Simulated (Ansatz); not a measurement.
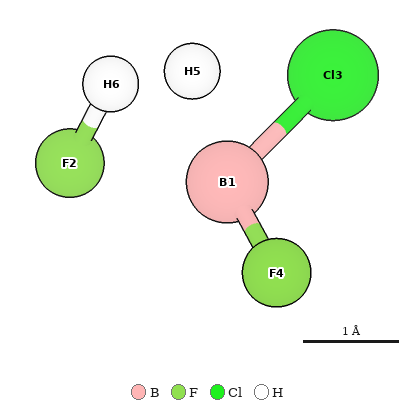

The input geometry (ball-and-stick view, seen at a tilt; atoms are numbered from 1 in the order of the input). Bond lengths as drawn: B–Cl 1.86 Å, B–F 1.32 Å and F–H 1.17 Å.

**Geometry relaxation of BH2ClF2**

- system: BH2ClF2
- method: RKS PBE/def2-SVP (Ansatz 0.2.0)

The input holds or restrains some coordinates. It belongs to a series of runs on one base structure; here: pulled along the bonds that form and break, towards end A. Figures and captions count atoms from 1; the log counts them from 0 in places.

### Log
```
The last accepted step is kept in [file] (removed where the run ends without a failure and the disk answers)
Engine: ansatz 0.2.0, x86_64-unknown-linux-gnu
Functional definition: PBE
  parameter kappa = 0.804
  parameter beta = 0.06672455060314922
  exchange = pbe_x(kappa = kappa, mu = beta*pi^2/3)
  correlation = pbe_c(beta = beta)
761 factors; their error is unknown
mean field evaluation 1: about -18644.0663 eV, gradient 3.2e1 eV
mean field evaluation 2: about -18639.8099 eV, gradient 6.3e1 eV
mean field evaluation 4: about -18645.6905 eV, gradient 2.3e0 eV
mean field evaluation 8: about -18645.6950 eV, gradient 3.2e-2 eV
mean field evaluation 16: about -18645.6554 eV, gradient 6.2e-5 eV
mean field -18645.65537519 eV, -685.2151965592 hartree, gradient 6.2e-5 eV, S^2 0.000000; 0 other end points of the search recorded, 0 dependent functions left out
the calculation of the forces begins
reference -18645.65540139 eV, -685.2151975221 hartree; 21, 21 occupied and 49, 49 virtual orbitals, 761 factors
relax step   1: F+E_penalty+E_count = -18645.65537519 eV  Δ(F+E_penalty+E_count) = +0.000e0 eV  max|allowed force component| = 4.012e0 eV/Å  E_restraint = 28.37144828 eV  max|allowed force component, restraints' pulls added| = 3.050e1 eV/Å  Δτ_max = 0.0000 Å  (25 SCF iters, accepted)
  distance B 0 - H 4 = 1.4900 Å
  distance H 5 - F 1 = 1.1697 Å
  distance B 0 - F 1 = 1.6700 Å
  distance H 5 - H 4 = 0.8962 Å
these checks for a lower state are left out or cut short: starts, cluster_reference, orbital_swaps, neighbouring_geometries, increment
761 factors; their error is unknown
mean field -18646.55385999 eV, -685.2482152665 hartree, gradient 1.6e-5 eV, S^2 0.000000; 0 other end points of the search recorded, 0 dependent functions left out
the calculation of the forces begins
reference -18646.55388557 eV, -685.2482162066 hartree; 21, 21 occupied and 49, 49 virtual orbitals, 761 factors
relax step   2: F+E_penalty+E_count = -18646.55385999 eV  Δ(F+E_penalty+E_count) = -8.985e-1 eV  max|allowed force component| = 3.160e0 eV/Å  E_restraint = 13.35814251 eV  max|allowed force component, restraints' pulls added| = 2.159e1 eV/Å  Δτ_max = 0.1948 Å  (33 SCF iters, accepted)
  distance B 0 - H 4 = 1.7897 Å
  distance H 5 - F 1 = 1.4593 Å
  distance B 0 - F 1 = 1.5985 Å
  distance H 5 - H 4 = 0.7871 Å
these checks for a lower state are left out or cut short: starts, cluster_reference, orbital_swaps, neighbouring_geometries, increment
761 factors; their error is unknown
mean field evaluation 32: about -18647.5019 eV, gradient 1.5e-5 eV
mean field -18647.50193385 eV, -685.2830563380 hartree, gradient 1.5e-5 eV, S^2 0.000000; 0 other end points of the search recorded, 0 dependent functions left out
the calculation of the forces begins
reference -18647.50195888 eV, -685.2830572581 hartree; 21, 21 occupied and 49, 49 virtual orbitals, 761 factors
relax step   3: F+E_penalty+E_count = -18647.50193385 eV  Δ(F+E_penalty+E_count) = -9.481e-1 eV  max|allowed force component| = 3.723e0 eV/Å  E_restraint = 3.48062618 eV  max|allowed force component, restraints' pulls added| = 1.074e1 eV/Å  Δτ_max = 0.1950 Å  (31 SCF iters, accepted)
  distance B 0 - H 4 = 2.0679 Å
  distance H 5 - F 1 = 1.7925 Å
  distance B 0 - F 1 = 1.4599 Å
  distance H 5 - H 4 = 0.6976 Å
these checks for a lower state are left out or cut short: starts, cluster_reference, orbital_swaps, neighbouring_geometries, increment
761 factors; their error is unknown
mean field -18648.19276317 eV, -685.3084438476 hartree, gradient 2.2e-5 eV, S^2 0.000000; 0 other end points of the search recorded, 0 dependent functions left out
the calculation of the forces begins
reference -18648.19278857 eV, -685.3084447808 hartree; 21, 21 occupied and 49, 49 virtual orbitals, 761 factors
relax step   4: F+E_penalty+E_count = -18648.19276317 eV  Δ(F+E_penalty+E_count) = -6.908e-1 eV  max|allowed force component| = 2.293e0 eV/Å  E_restraint = 0.18511217 eV  max|allowed force component, restraints' pulls added| = 3.365e0 eV/Å  Δτ_max = 0.1968 Å  (32 SCF iters, accepted)
  distance B 0 - H 4 = 2.3013 Å
  distance H 5 - F 1 = 2.0712 Å
  distance B 0 - F 1 = 1.3130 Å
  distance H 5 - H 4 = 0.7051 Å
these checks for a lower state are left out or cut short: starts, cluster_reference, orbital_swaps, neighbouring_geometries, increment
761 factors; their error is unknown
mean field -18648.44586266 eV, -685.3177450820 hartree, gradient 2.1e-5 eV, S^2 0.000000; 0 other end points of the search recorded, 0 dependent functions left out
the calculation of the forces begins
reference -18648.44588821 eV, -685.3177460210 hartree; 21, 21 occupied and 49, 49 virtual orbitals, 761 factors
relax step   5: F+E_penalty+E_count = -18648.44586266 eV  Δ(F+E_penalty+E_count) = -2.531e-1 eV  max|allowed force component| = 1.537e0 eV/Å  E_restraint = 0.16372560 eV  max|allowed force component, restraints' pulls added| = 3.174e0 eV/Å  Δτ_max = 0.2000 Å  (30 SCF iters, accepted)
  distance B 0 - H 4 = 2.3206 Å
  distance H 5 - F 1 = 2.1048 Å
  distance B 0 - F 1 = 1.3209 Å
  distance H 5 - H 4 = 0.7366 Å
these checks for a lower state are left out or cut short: starts, cluster_reference, orbital_swaps, neighbouring_geometries, increment
761 factors; their error is unknown
mean field -18648.57587744 eV, -685.3225230370 hartree, gradient 1.4e-5 eV, S^2 0.000000; 0 other end points of the search recorded, 0 dependent functions left out
the calculation of the forces begins
reference -18648.57590307 eV, -685.3225239792 hartree; 21, 21 occupied and 49, 49 virtual orbitals, 761 factors
relax step   6: F+E_penalty+E_count = -18648.57587744 eV  Δ(F+E_penalty+E_count) = -1.300e-1 eV  max|allowed force component| = 9.762e-1 eV/Å  E_restraint = 0.17453356 eV  max|allowed force component, restraints' pulls added| = 2.717e0 eV/Å  Δτ_max = 0.1949 Å  (31 SCF iters, accepted)
  distance B 0 - H 4 = 2.3937 Å
  distance H 5 - F 1 = 2.1444 Å
  distance B 0 - F 1 = 1.3244 Å
  distance H 5 - H 4 = 0.7649 Å
these checks for a lower state are left out or cut short: starts, cluster_reference, orbital_swaps, neighbouring_geometries, increment
761 factors; their error is unknown
mean field -18648.58500116 eV, -685.3228583276 hartree, gradient 2.5e-5 eV, S^2 0.000000; 0 other end points of the search recorded, 0 dependent functions left out
the calculation of the forces begins
reference -18648.58502693 eV, -685.3228592747 hartree; 21, 21 occupied and 49, 49 virtual orbitals, 761 factors
relax step   7: F+E_penalty+E_count = -18648.58500116 eV  Δ(F+E_penalty+E_count) = -9.124e-3 eV  max|allowed force component| = 1.554e0 eV/Å  E_restraint = 0.05500773 eV  max|allowed force component, restraints' pulls added| = 1.573e-1 eV/Å  Δτ_max = 0.0658 Å  (26 SCF iters, accepted)
  distance B 0 - H 4 = 2.3962 Å
  distance H 5 - F 1 = 2.1318 Å
  distance B 0 - F 1 = 1.3256 Å
  distance H 5 - H 4 = 0.7188 Å
these checks for a lower state are left out or cut short: starts, cluster_reference, orbital_swaps, neighbouring_geometries, increment
761 factors; their error is unknown
mean field evaluation 64: about -18648.6135 eV, gradient 2.2e0 eV
mean field -18648.59160150 eV, -685.3231008858 hartree, gradient 1.5e-5 eV, S^2 0.000000; 0 other end points of the search recorded, 0 dependent functions left out
the calculation of the forces begins
reference -18648.59162744 eV, -685.3231018391 hartree; 21, 21 occupied and 49, 49 virtual orbitals, 761 factors
relax step   8: F+E_penalty+E_count = -18648.59160150 eV  Δ(F+E_penalty+E_count) = -6.600e-3 eV  max|allowed force component| = 1.452e0 eV/Å  E_restraint = 0.05859788 eV  max|allowed force component, restraints' pulls added| = 4.261e-2 eV/Å  Δτ_max = 0.0446 Å  (26 SCF iters, accepted)
```

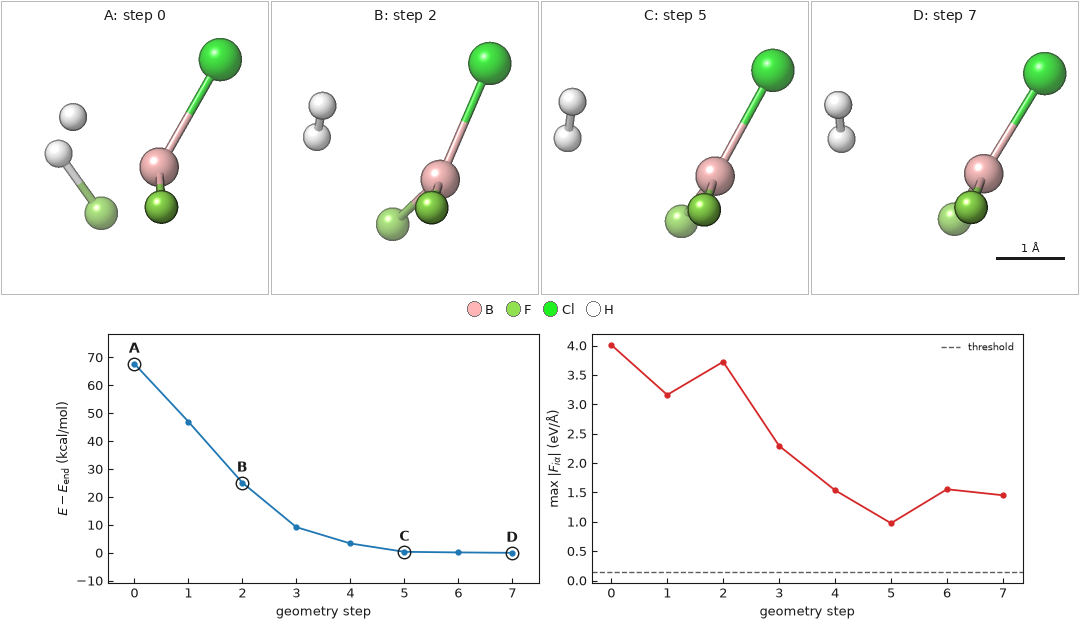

Frames of the restrained relaxation (ball-and-stick view, seen at a tilt) above the curves, on which the letters mark them (the first geometry is step 0 here and step 1 in the log).

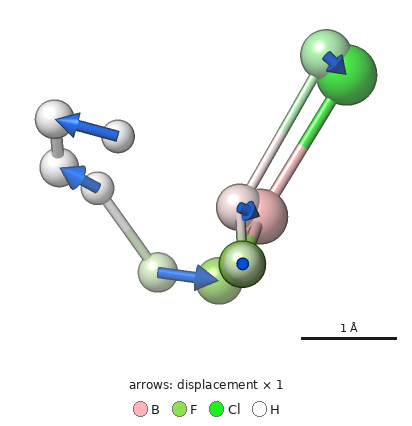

Start (faint) and end (solid) with the displacements as blue arrows, at true length (ball-and-stick view, seen at a tilt). The two geometries are laid on each other by the best rigid fit. After 7 geometry steps the energy has fallen by 67.7 kcal/mol. Largest force component: 4 eV/Å at the start, 1.5 eV/Å at the end. H5 moves most after the best rigid fit: 0.69 Å. By element the largest moves are H 0.69 Å, F 0.66 Å, Cl 0.31 Å, B 0.27 Å. Among the contacts that change: F2–H6 1.170 → 2.130 Å, B1–F2 1.670 → 1.324 Å, H5–H6 0.896 → 0.721 Å, B1–Cl3 1.860 → 1.757 Å. (Atoms are counted from 1 in the order of the input.)

```
  distance B 0 - H 4 = 2.3952 Å
  distance H 5 - F 1 = 2.1301 Å
  distance B 0 - F 1 = 1.3242 Å
  distance H 5 - H 4 = 0.7213 Å
761 factors; their error is unknown
mean field -18648.59160150 eV, -685.3231008858 hartree, gradient 1.5e-5 eV, S^2 0.000000; 1 other end points of the search recorded, 0 dependent functions left out
the calculation of the forces begins
reference -18648.59162744 eV, -685.3231018391 hartree; 21, 21 occupied and 49, 49 virtual orbitals, 761 factors
Total energy: -18648.59162744 eV, -685.3231018391 hartree
Atom 0 at     0.038464     0.261360     0.030946 Å, force    -0.003066     0.110025    -0.209801 eV/Å
Atom 1 at     0.033189     0.531001     1.327386 Å, force    -0.017996     0.336235     0.141665 eV/Å
Atom 2 at     1.526369     0.354873    -0.898343 Å, force    -0.015137     0.011199     0.022276 eV/Å
Atom 3 at    -1.107464    -0.001952    -0.577562 Å, force    -0.001445    -0.005002     0.005941 eV/Å
Atom 4 at     0.307956    -2.021290     0.704693 Å, force     0.202584    -1.240264    -1.411899 eV/Å
Atom 5 at     0.229586    -1.589391     1.277081 Å, force    -0.164941     0.787807     1.451818 eV/Å
Dipole moment:     0.036059    -0.055763     0.016959 e Å
```

### Trajectory as extended XYZ (Å, eV, eV/Å), 8 frames, from step=1 to step=8
```
6
Properties=species:S:1:pos:R:3:forces:R:3 step=1 energy=-18645.65537
B     0.0000    0.0000    0.0000    2.0962  -3.6481   0.7753
F     0.0000    0.0000    1.6700   -0.7963   4.0118   0.1827
Cl    1.6108    0.0000   -0.9300   -1.1675   1.2693   0.6716
F    -1.1431    0.0000   -0.6600    0.0463   0.9284   0.6905
H     0.3134   -1.3788    0.4698   -0.1616  -1.6440  -1.3933
H     0.2470   -1.0866    1.3144   -0.0172  -0.9175  -0.9268
6
Properties=species:S:1:pos:R:3:forces:R:3 step=2 energy=-18646.55386
B    -0.0118    0.1194    0.0284    1.5214  -1.8159   2.2509
F    -0.0339    0.1579    1.6263   -0.5391   2.9740  -3.1604
Cl    1.5946    0.0170   -0.9191   -1.6476   0.9335   1.0518
F    -1.1434    0.0142   -0.6508    0.5099   0.6151   0.8463
H     0.3487   -1.5581    0.5373    0.0850  -1.4296  -0.4982
H     0.2738   -1.2159    1.2421    0.0705  -1.2771  -0.4904
6
Properties=species:S:1:pos:R:3:forces:R:3 step=3 energy=-18647.50193
B    -0.0259    0.2603    0.0782    1.0171  -1.7016   1.5019
F    -0.0681    0.3273    1.5360   -0.0983   1.5043  -3.7234
Cl    1.5671    0.0263   -0.8989   -1.6287   1.0189   1.2590
F    -1.1318    0.0180   -0.6352    0.6277   0.8079   0.9922
H     0.3771   -1.7045    0.5818    0.3346  -2.0338  -2.5258
H     0.3097   -1.3928    1.2023   -0.2524   0.4043   2.4961
6
Properties=species:S:1:pos:R:3:forces:R:3 step=4 energy=-18648.19276
B    -0.0377    0.3427    0.0988    1.2636  -1.7600  -1.6870
F    -0.0829    0.4730    1.4046    0.0433   0.9951   0.0877
Cl    1.5332    0.0705   -0.8664   -1.1933   0.9136   1.0342
F    -1.1230    0.0554   -0.6101   -0.1023   0.6417   0.3961
H     0.4031   -1.8587    0.6040    0.2516  -1.4141  -2.1237
H     0.3354   -1.5482    1.2334   -0.2628   0.6237   2.2928
6
Properties=species:S:1:pos:R:3:forces:R:3 step=5 energy=-18648.44586
B    -0.0071    0.1652    0.0968    0.3423   1.1968  -1.5371
F    -0.0415    0.5635    1.3557    0.0532  -0.0918   0.3189
Cl    1.5176    0.2115   -0.8697   -0.5756  -0.1931   0.6145
F    -1.1432    0.1380   -0.6073    0.2465  -0.4775   0.4837
H     0.4422   -2.0306    0.6986    0.2459  -0.8961  -0.8346
H     0.2600   -1.5130    1.1900   -0.3122   0.4617   0.9546
6
Properties=species:S:1:pos:R:3:forces:R:3 step=6 energy=-18648.57588
B     0.0202    0.2976    0.0359   -0.1852  -0.4570  -0.9762
F    -0.0127    0.4966    1.3448    0.1543   0.5022  -0.1754
Cl    1.5445    0.2919   -0.9256   -0.8362   0.1591   0.6792
F    -1.1387    0.0634   -0.6103    0.8293   0.2830   0.4668
H     0.3648   -1.9834    0.6750    0.0325  -0.2518  -0.0321
H     0.2499   -1.6316    1.3444    0.0053  -0.2355   0.0377
6
Properties=species:S:1:pos:R:3:forces:R:3 step=7 energy=-18648.58500
B     0.0322    0.2631    0.0276   -0.0847   0.1420  -0.1641
F     0.0140    0.5188    1.3282    0.0646   0.3337   0.0751
Cl    1.5243    0.3276   -0.8990   -0.0409   0.0153   0.0766
F    -1.1192    0.0396   -0.5885    0.0296  -0.0348  -0.0158
H     0.3398   -2.0137    0.7083    0.2818  -1.2743  -1.5258
H     0.2370   -1.6009    1.2877   -0.2503   0.8182   1.5540
6
Properties=species:S:1:pos:R:3:forces:R:3 step=8 energy=-18648.59160
B     0.0385    0.2614    0.0309   -0.0031   0.1100  -0.2098
F     0.0332    0.5310    1.3274   -0.0180   0.3362   0.1417
Cl    1.5264    0.3549   -0.8983   -0.0151   0.0112   0.0223
F    -1.1075   -0.0020   -0.5776   -0.0014  -0.0050   0.0059
H     0.3080   -2.0213    0.7047    0.2026  -1.2403  -1.4119
H     0.2296   -1.5894    1.2771   -0.1649   0.7878   1.4518
```

This output came from the following input.

### Input file
```yaml
crystal:
  periodic: [false, false, false]
  atoms:
    - { symbol: B, position_ang: [0.0, 0.0, 0.0] }
    - { symbol: F, position_ang: [0.0, 0.0, 1.67] }
    - { symbol: Cl, position_ang: [1.6108, 0.0, -0.93] }
    - { symbol: F, position_ang: [-1.1431, 0.0, -0.66] }
    - { symbol: H, position_ang: [0.3134, -1.3788, 0.4698] }
    - { symbol: H, position_ang: [0.247, -1.0866, 1.3144] }
basis:
  gaussian: { orbitals: def2-SVP }
hamiltonian:
  xc: pbe
relax:
  f_tol: 0.15
  max_steps: 25
  restrain:
    - { distance: [0, 4], at: 2.39, k: 30.0 }
    - { distance: [5, 1], at: 2.12, k: 30.0 }
    - { distance: [0, 1], at: 1.32, k: 30.0 }
    - { distance: [5, 4], at: 0.66, k: 30.0 }
```

Launch command:
```bash
ansatz run input.yaml --threads 1 --pin off --max-ram 2048MiB --backend cpu --events-out ev --progress --plain --runs-dir out
```

### Key numbers

- outcome: converged under the restraints of the input
- total energy: −18648.5916 eV
- mean-field energy: −18648.5916 eV
- largest force (length of the vector) at the end, held atoms and coordinates included: 1.890 eV/Å
- hardware: 1 thread of Intel Xeon (Granite Rapids), 32 GiB of memory available, shared host
- wall time: 7.1 s
- peak memory: 0.14 GiB
